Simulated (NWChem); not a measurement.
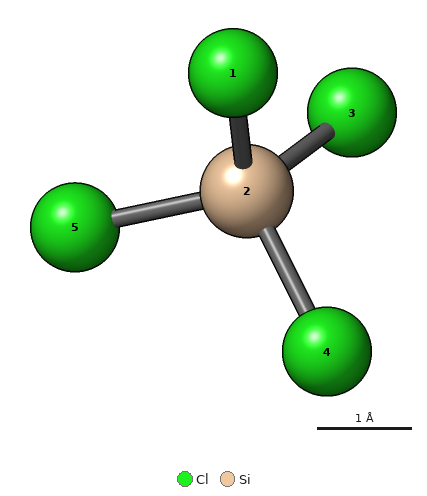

The structure as given in the input (ball-and-stick view, seen at a tilt; atoms are numbered from 1 in the order of the input). Bond lengths as drawn: Cl–Si 2.02 Å.

## Energy and gradient calculation of SiCl₄

SiCl₄, SMILES Cl[Si](Cl)(Cl)Cl, computed with wB97X/pcseg-1, RKS (NWChem 7.3.0).

The geometry comes from this level: PBE0-D4/def2-TZVP.

The input:
```python
from ase import Atoms
from ase.calculators.nwchem import NWChem

mol = Atoms(['Cl', 'Si', 'Cl', 'Cl', 'Cl'], positions=[
    [-0.962600, -0.087600, 1.762300],
    [0.010000, -0.014700, -0.008300],
    [1.655400, -1.185900, 0.078100],
    [-1.212100, -0.676900, -1.476100],
    [0.559300, 1.891400, -0.397500],
])

calc = NWChem(
    label='cl4si',
    theory='dft',
    memory='2200 mb',
    basis='pcseg-1',
    basispar='spherical bse',
    dft={'xc': 'wb97x', 'mult': '1', 'grid': 'fine', 'convergence': 'energy 1e-08', 'iterations': '100', 'mulliken': None, 'print': 'low'},
)
mol.calc = calc

forces = mol.get_forces()
print("Total energy (eV):", round(mol.get_potential_energy(), 6))
print("forces (eV/A):")
for s, f in zip(mol.symbols, forces):
    print(f"{s:2s} {f[0]:10.5f} {f[1]:10.5f} {f[2]:10.5f}")
```

File cl4si.nwi:
```
title "cl4si"

permanent_dir cl4si

scratch_dir cl4si

start cl4si

geometry units angstrom nocenter noautosym noautoz
  Cl -9.6260000000000001e-01 -8.7599999999999997e-02 1.7623000000000000e+00
  Si 1.0000000000000000e-02 -1.4700000000000000e-02 -8.3000000000000001e-03
  Cl 1.6554000000000000e+00 -1.1859000000000000e+00 7.8100000000000003e-02
  Cl -1.2121000000000000e+00 -6.7689999999999995e-01 -1.4761000000000000e+00
  Cl 5.5930000000000002e-01 1.8914000000000000e+00 -3.9750000000000002e-01
end

memory 2200 mb

basis spherical bse noprint
   * library pcseg-1
end

dft
  xc wb97x
  mult 1
  grid fine
  convergence energy 1e-08
  iterations 100
  mulliken
  print low
end

task dft gradient
```

Run on 1 thread of Intel Xeon @ 2.90GHz (Ice Lake), 128 GiB of memory available, shared host.

Command:
```bash
export ASE_NWCHEM_COMMAND="nwchem PREFIX.nwi > PREFIX.nwo"
python run.py
```

What the program printed:
```
Total energy (eV): -57970.969696
forces (eV/A):
Cl   -0.10737   -0.00782    0.19556
Si    0.00046   -0.00062   -0.00057
Cl    0.18090   -0.12856    0.00931
Cl   -0.13437   -0.07266   -0.16152
Cl    0.06037    0.20965   -0.04278
```

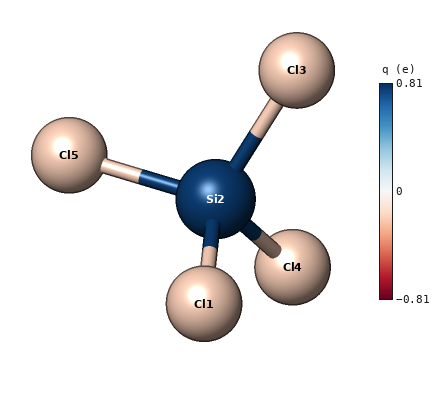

Mulliken charges, as the colour of each atom (ball-and-stick view, seen at a tilt; atoms are numbered from 1 in the order of the input). By element: Cl −0.19 and Si +0.77 e.

Summary:

```json
{"quantity": "outcome", "value": "converged"}
{"quantity": "total energy", "value": "−2130.393860 hartree"}
{"quantity": "largest force", "value": "0.223 eV/Å"}
{"quantity": "wall time", "value": "77 s"}
{"quantity": "peak memory", "value": "0.12 GiB"}
```
